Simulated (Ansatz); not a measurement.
## Ligand exchange: C3H10OSi + In(CH3)(OH)2 → C2H8O2Si + In(CH3)2(OH)

Species: C3H10OSi `CO[SiH](C)C`, singlet; In(CH3)(OH)2, singlet; C2H8O2Si `CO[SiH](C)O`, singlet; In(CH3)2(OH), singlet. The partners trade CH3 for OH: Si–CH3 and In–OH bonds give way to Si–OH and In–CH3.

Shapes, held fixed at every level: PBE0-D4/def2-TZVP. Flexible molecules stand in one conformer, not always the lowest. Programs: Ansatz 0.2.0. Electronic energies: no zero-point or thermal term.

```csv
level,kind,ΔE (kJ/mol),less CCSD(T)/def2-TZVPP
PBE-D4/def2-TZVPP,GGA,-47.0,+10.9
r2SCAN-D4/def2-TZVPP,meta-GGA,-52.8,+5.1
B3LYP-D4/def2-TZVPP,global hybrid,-54.0,+3.9
PBE0-D4/def2-TZVPP,global hybrid,-53.4,+4.5
wB97X-V/def2-TZVPP,range-separated hybrid,-52.3,+5.6
MP2/def2-TZVPP,perturbation theory,-59.2,-1.3
CCSD(T)/def2-TZVPP,coupled cluster or CI,-57.9,0.0
```

The highest level, CCSD(T)/def2-TZVPP, gives ΔE = -57.9 kJ/mol; the levels span -59.2 to -47.0. The column of differences is taken from that level and isn't an error. No measured value is set beside it here. For atoms past krypton def2 sets carry core potentials with scalar relativity. Correlated rows may include outer-core shells of In, which these sets cover unevenly.

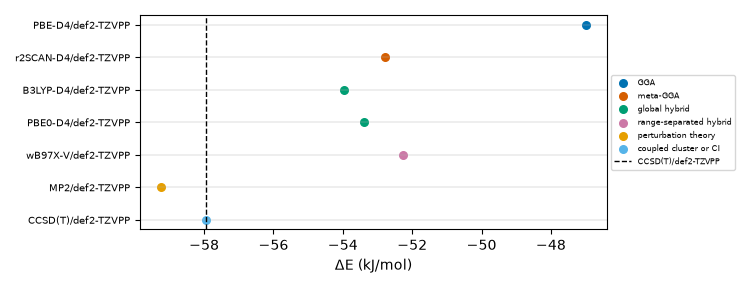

The values of the table, level by level.
